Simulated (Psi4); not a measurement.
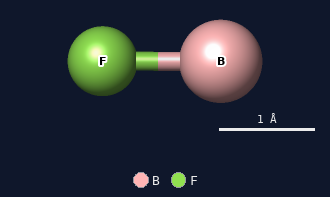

**Figure 1.** The structure (ball-and-stick view, seen on its broad side).

Field calculation of BF

BF (13768-60-0), SMILES [B]F, computed with FNO-QCISD(T)/cc-pCVDZ, RHF, in an applied electric field (Psi4 1.11).

The geometry comes from this level: GFN2-xTB.

**Input file (calc.py)**
```python
import psi4

psi4.set_memory('1600 MB')
psi4.set_num_threads(1)
psi4.set_output_file('output.dat', False)

molecule = psi4.geometry("""
0 1
B      0.00000000     0.00000000     0.00000000
F      0.00000000     0.00000000     2.35155629
units bohr
symmetry c1
no_reorient
no_com
""")

psi4.set_options({
    'scf_type': 'df',
    'perturb_h': True,
    'perturb_with': 'dipole',
    'perturb_dipole': [0.0, 0.02, 0.0],
    'puream': False,
})

E, wfn = psi4.energy('fno-qcisd(t)/cc-pCVDZ', molecule=molecule, return_wfn=True)
print(f'fno-qcisd(t)/cc-pCVDZ energy: {E:.10f} Eh')
```

Run on 1 thread of Intel Xeon (Sapphire Rapids), 16 GiB of memory available, shared host.

Command:
```bash
python calc.py
```

**Output**
```
Psi4 1.11 release

   => Loading Basis Set <=

    Name: CC-PCVDZ
    Role: ORBITAL
    Keyword: BASIS

         ---------------------------------------------------------
                                   SCF
                              RHF Reference
                        1 Threads,   1525 MiB Core
         ---------------------------------------------------------

  ==> Geometry <==

    Molecular point group: c1
    Full point group: C_inf_v

    Geometry (in Bohr), charge = 0, multiplicity = 1:

       Center              X                  Y                   Z               Mass
    ------------   -----------------  -----------------  -----------------  -----------------
         B            0.000000000000     0.000000000000     0.000000000000    11.009305360000
         F            0.000000000000     0.000000000000     2.351556290000    18.998403162730

  Running in c1 symmetry.

  Rotational constants: A = ************  B =      0.57302  C =      0.57302 [cm^-1]
  Rotational constants: A = ************  B =  17178.57266  C =  17178.57266 [MHz]
  Nuclear repulsion =   19.136263159577609

  Charge       = 0
  Multiplicity = 1
  Electrons    = 14
  Nalpha       = 7
  Nbeta        = 7

  ==> Algorithm <==

  SCF Algorithm Type is DF.
  DIIS enabled.
  MOM disabled.
  Fractional occupation disabled.
  Guess Type is SAD.
  Energy threshold   = 1.00e-08
  Density threshold  = 1.00e-08
  Integral threshold = 1.00e-12

  ==> Primary Basis <==

  Basis Set: CC-PCVDZ
    Blend: CC-PCVDZ
    Number of shells: 16
    Number of basis functions: 38
    Number of Cartesian functions: 38
    Spherical Harmonics?: false
    Max angular momentum: 2

   => Loading Basis Set <=

    Name: (CC-PCVDZ AUX)
    Role: JKFIT
    Keyword: DF_BASIS_SCF

  ==> Integral Setup <==

  DFHelper Memory: AOs need 0.003 GiB; user supplied 1.118 GiB.
  SCF_SUBTYPE=INCORE selected. In-core MEM_DF algorithm will be used.
  Using in-core AOs.

  ==> MemDFJK: Density-Fitted J/K Matrices <==

    J tasked:                   Yes
    K tasked:                   Yes
    wK tasked:                   No
    Memory [MiB]:              1144
    Algorithm:                 Core
    Schwarz Cutoff:           1E-12
    Mask sparsity (%):       1.2465
    Fitting Condition:        1E-10

   => Auxiliary Basis Set <=

  Basis Set: (CC-PCVDZ AUX)
    Blend: DEF2-UNIVERSAL-JKFIT
    Number of shells: 50
    Number of basis functions: 182
    Number of Cartesian functions: 182
    Spherical Harmonics?: false
    Max angular momentum: 4

  Perturbing V by 0.020000 mu(y).
  Minimum eigenvalue in the overlap matrix is 2.1457588218E-02.
  Reciprocal condition number of the overlap matrix is 4.4703786440E-03.
    Using symmetric orthogonalization.

  ==> Pre-Iterations <==

  SCF Guess: Superposition of Atomic Densities via on-the-fly atomic UHF (no occupation information).

   -------------------------
    Irrep   Nso     Nmo
   -------------------------
     A         38      38
   -------------------------
    Total      38      38
   -------------------------

  ==> Iterations <==

                           Total Energy        Delta E     RMS |[F,P]|

   @DF-RHF iter SAD:  -123.41108902766983   -1.23411e+02   0.00000e+00
   @DF-RHF iter   1:  -124.09465740119236   -6.83568e-01   5.78545e-03 DIIS/ADIIS
   @DF-RHF iter   2:  -124.10632480865860   -1.16674e-02   3.67838e-03 DIIS/ADIIS
   @DF-RHF iter   3:  -124.11171402717639   -5.38922e-03   3.54824e-04 DIIS/ADIIS
   @DF-RHF iter   4:  -124.11181811333782   -1.04086e-04   6.63130e-05 DIIS
   @DF-RHF iter   5:  -124.11182678495257   -8.67161e-06   2.19940e-05 DIIS
   @DF-RHF iter   6:  -124.11182792912265   -1.14417e-06   6.52453e-06 DIIS
   @DF-RHF iter   7:  -124.11182804142135   -1.12299e-07   1.16669e-06 DIIS
   @DF-RHF iter   8:  -124.11182804416893   -2.74758e-09   1.70211e-07 DIIS
   @DF-RHF iter   9:  -124.11182804420943   -4.05009e-11   2.77930e-08 DIIS
   @DF-RHF iter  10:  -124.11182804421043   -9.94760e-13   4.76702e-09 DIIS
  Energy and wave function converged.

  ==> Post-Iterations <==

    Orbital Energies [Eh]
    ---------------------

    Doubly Occupied:

       1A    -26.386937     2A     -7.718843     3A     -1.714997
       4A     -0.863755     5A     -0.750773     6A     -0.750639
       7A     -0.402737

    Virtual:

       8A      0.105820     9A      0.106430    10A      0.237631
      11A      0.386209    12A      0.472968    13A      0.477653
      14A      0.726386    15A      0.880232    16A      0.880232
      17A      1.038061    18A      1.038159    19A      1.145272
      20A      1.516147    21A      1.516287    22A      1.632803
      23A      1.691064    24A      2.012214    25A      3.909213
      26A      3.909213    27A      4.103266    28A      4.103317
      29A      4.472822    30A      7.917380    31A     14.623794
      32A     15.620082    33A     15.620135    34A     16.705418
      35A     48.783337    36A     48.783355    37A     48.915196
      38A     52.143828

    Final Occupation by Irrep:
              A
    DOCC [     7 ]
    NA   [     7 ]
    NB   [     7 ]

  @DF-RHF Final Energy:  -124.11182804421043

   => Energetics <=

    Nuclear Repulsion Energy =             19.1362631595776094
    One-Electron Energy =                -209.3188218313985089
    Two-Electron Energy =                  66.0707306276104873
    Total Energy =                       -124.1118280442104265

Computation Completed

Properties will be evaluated at   0.000000,   0.000000,   0.000000 [a0]

Properties computed using the SCF density matrix

 Multipole Moments:

 ------------------------------------------------------------------------------------
     Multipole            Electronic (a.u.)      Nuclear  (a.u.)        Total (a.u.)
 ------------------------------------------------------------------------------------

 L = 1.  Multiply by 2.5417464519 to convert [e a0] to [Debye]
 Dipole X            :          0.0000000            0.0000000            0.0000000
 Dipole Y            :         -0.3514687            0.0000000           -0.3514687
 Dipole Z            :        -20.7788660           21.1640066            0.3851406
 Magnitude           :                                                    0.5214054

 ------------------------------------------------------------------------------------

	total time  =          1 seconds =       0.02 minutes
 MINTS: Wrapper to libmints.

   Calculation information:
      Number of threads:                 1
      Number of atoms:                   2
      Number of AO shells:              16
      Number of SO shells:              16
      Number of primitives:             48
      Number of atomic orbitals:        38
      Number of basis functions:        38

      Number of irreps:                  1
      Integral cutoff                 1.00e-12
      Number of functions per irrep: [  38 ]

 OEINTS: Overlap, kinetic, potential, dipole, and quadrupole integrals
         stored in file 35.

      Computing two-electron integrals...done
      Computed 70263 non-zero two-electron integrals.
        Stored in file 33.

        *******************************************************
        *                                                     *
        *               Frozen Natural Orbitals               *
        *                                                     *
        *******************************************************

        ==> Transform (OV|OV) integrals <==

	Presorting SO-basis two-electron integrals.
	Sorting File: SO Ints (nn|nn) nbuckets = 1
	Constructing frozen core operators
	Starting first half-transformation.
	Sorting half-transformed integrals.
	First half integral transformation complete.
	Starting second half-transformation.
	Two-electron integral transformation complete.

        ==> Build MP2 amplitudes, OPDM, and NOs <==

        OS MP2 correlation energy:            -0.257050097861
        SS MP2 correlation energy:            -0.070827158242
        MP2 correlation energy:               -0.327877256103
      * MP2 total energy:                   -124.439705300313

        Cutoff for significant NO occupancy: 1.000e-06

        No. virtuals per irrep (original):  [  31 ]
        No. virtuals per irrep (truncated): [  31 ]

        Retaining 31 of 31 virtual orbitals.

	total time  =          0 seconds =       0.00 minutes

        ==> Transform all two-electron integrals <==

	Presorting SO-basis two-electron integrals.
	Sorting File: SO Ints (nn|nn) nbuckets = 1
	Constructing frozen core operators
	Starting first half-transformation.
	Sorting half-transformed integrals.
	First half integral transformation complete.
	Starting second half-transformation.
	Two-electron integral transformation complete.

	total time  =          0 seconds =       0.00 minutes

        **********************************************************
        *                                                        *
        *                   CCSD Integral Sort                   *
        *                                                        *
        **********************************************************

        CC integral sort will use                     11.26 mb

        Number of (ab|cd) temporary files:                2
        Number of (ab|ci) temporary files:                3
        Starting temporary file number:                 270

        Initial sort........done.

        Sort (IJ|KL)........done.
        Sort (IJ|KA) 1/2....done.
        Sort (IJ|KA) 2/2....done.
        Sort (IA|JB)........done.
        Sort (IJ|AB)........done.
        Sort (IA|BC) 1/3....done.
        Sort (IA|BC) 2/3....done.
        Sort (IA|BC) 3/3....done.
        Sort (AB|CD) 1/2....done.
        Sort (AB|CD) 2/2....done.

	total time  =          0 seconds =       0.00 minutes

        *****************************************************
        *                                                   *
        *                       QCISD                       *
        *                                                   *
        *****************************************************

  ==> Input parameters <==

        Freeze core orbitals?                  no
        Use frozen natural orbitals?          yes
        r_convergence:                  1.000e-07
        e_convergence:                  1.000e-06
        Number of DIIS vectors:                 8
        Number of frozen core orbitals:         0
        Number of active occupied orbitals:     7
        Number of active virtual orbitals:     31
        Number of frozen virtual orbitals:      0

  ==> Memory <==

        available memory =                           1525.88 mb
        minimum memory requirements for QCISD =         1.10 mb
        (T) algorithm:                                  0.81 mb (low-memory)
        memory requirements for QCISD(T) =              0.81 mb

  ==> Define tiling <==

        v(ab,cd) diagrams will be evaluated in   1 blocks.
        v(ab,ci) diagrams will be evaluated in   1 blocks over ov2.
        v(ab,ci) diagrams will be evaluated in   1 blocks over ov.

  Allocate cpu memory (     2.98 mb).....done.
  Initialize cpu memory..................done.

  ==> MP4(SDQ) <==

        1st-order doubles amplitudes...............done.
        MP2 energy.................................done.
        MP3 energy.................................done.
        2nd-order singles and doubles amplitudes...done.
        MP4(SD)....................................done.
        MP4(Q).....................................done.

  Begin singles and doubles quadratic ci iterations

   Iter  DIIS          Energy       d(Energy)          |d(T)|     time
      0   0 1   -0.3447043718   -0.3447043718    0.0250767420        0
      1   1 1   -0.3452911805   -0.0005868088    0.0133837983        0
      2   2 1   -0.3469135623   -0.0016223818    0.0062807088        1
      3   3 1   -0.3474465338   -0.0005329715    0.0033484755        0
      4   4 1   -0.3473847145    0.0000618193    0.0003429415        0
      5   5 1   -0.3473919801   -0.0000072656    0.0000794542        0
      6   6 1   -0.3473949003   -0.0000029202    0.0000362710        0
      7   7 1   -0.3473939011    0.0000009992    0.0000096373        0
      8   8 1   -0.3473941307   -0.0000002296    0.0000030455        0
      9   8 2   -0.3473941725   -0.0000000417    0.0000009189        0
     10   8 3   -0.3473941739   -0.0000000015    0.0000003863        0
     11   8 4   -0.3473941720    0.0000000019    0.0000001140        0
     12   8 5   -0.3473941676    0.0000000044    0.0000000350        0

  QCISD iterations converged!

        T1 diagnostic:                         0.015229420188
        D1 diagnostic:                         0.037156582526

        OS MP2 FNO correction:                 0.000000000000
        SS MP2 FNO correction:                 0.000000000000
        MP2 FNO correction:                    0.000000000000

        OS MP2 correlation energy:            -0.257050097861
        SS MP2 correlation energy:            -0.070827158242
        MP2 correlation energy:               -0.327877256103
      * MP2 total energy:                   -124.439705300313

        OS MP2.5 correlation energy:          -0.264899276940
        SS MP2.5 correlation energy:          -0.067465527699
        MP2.5 correlation energy:             -0.332364804639
      * MP2.5 total energy:                 -124.444192848849

        OS MP3 correlation energy:            -0.272748456019
        SS MP3 correlation energy:            -0.064103897155
        MP3 correlation energy:               -0.336852353174
      * MP3 total energy:                   -124.448680397385

        OS MP4(SDQ) correlation energy:       -0.281197008503
        SS MP4(SDQ) correlation energy:       -0.062517168902
        MP4(SDQ) correlation energy:          -0.345841830107
      * MP4(SDQ) total energy:              -124.457669874317

        OS QCISD correlation energy:          -0.283405457695
        SS QCISD correlation energy:          -0.063988709907
        QCISD correlation energy:             -0.347394167602
      * QCISD total energy:                 -124.459222211812

  Total time for QCISD iterations:       0.09 s (user)
                                         0.13 s (system)
                                            1 s (total)

  Time per iteration:                    0.01 s (user)
                                         0.01 s (system)
                                         0.08 s (total)

	total time  =          1 seconds =       0.02 minutes

        ==> Resort (ov|vv) integrals for low-memory (T) computation <==

        *******************************************************
        *                                                     *
        *                     QCISD(T)                        *
        *                                                     *
        *******************************************************

        Using low-memory algorithm.

        num_threads:                      1
        available memory:        1525.88 mb
        memory requirements:        0.81 mb

        Number of abc combinations: 5456

        Computing (T) correction...

        % complete  total time
              10.0         0 s
              20.0         0 s
              30.0         0 s
              40.0         0 s
              50.0         0 s
              60.0         0 s
              70.0         0 s
              80.0         0 s
              90.0         0 s

        (T) energy                             -0.005701958912

        QCISD(T) correlation energy            -0.353096126514
      * QCISD(T) total energy                -124.464924170724

	total time  =          0 seconds =       0.00 minutes
```

**Standard output**
```
fno-qcisd(t)/cc-pCVDZ energy: -124.4649241707 Eh
```

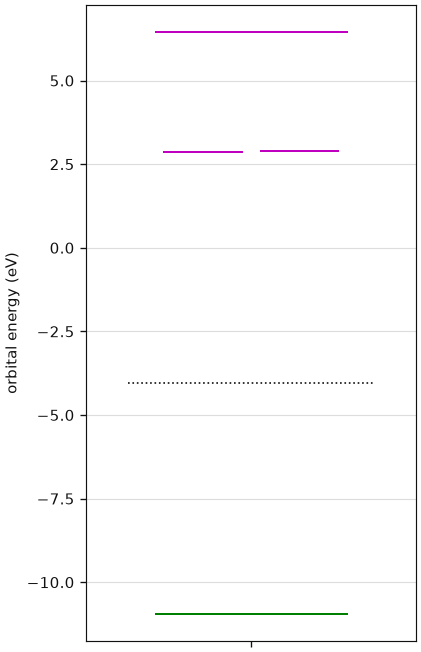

**Figure 2.** Orbital energies near the frontier (SCF reference); the dotted line parts filled from empty levels, and levels within 0.02 eV of each other stand side by side. Highest filled −10.96 eV, lowest empty 2.88 eV, 13.84 eV apart.

**Key numbers**

| quantity | value |
| --- | --- |
| outcome | converged |
| total energy | −124.464924 hartree |
| SCF energy | −124.111828 hartree |
| MP2 energy | −124.439705 hartree |
| correlation energy | −0.353096 hartree |
| basis functions | 38 |
| T1 diagnostic | 0.015 |
| HOMO of the SCF reference | −10.96 eV |
| LUMO of the SCF reference | 2.88 eV |
| wall time | 3 s |
| peak memory | 0.2 GiB |

Settings chosen away from the usual ones: puream set to false.
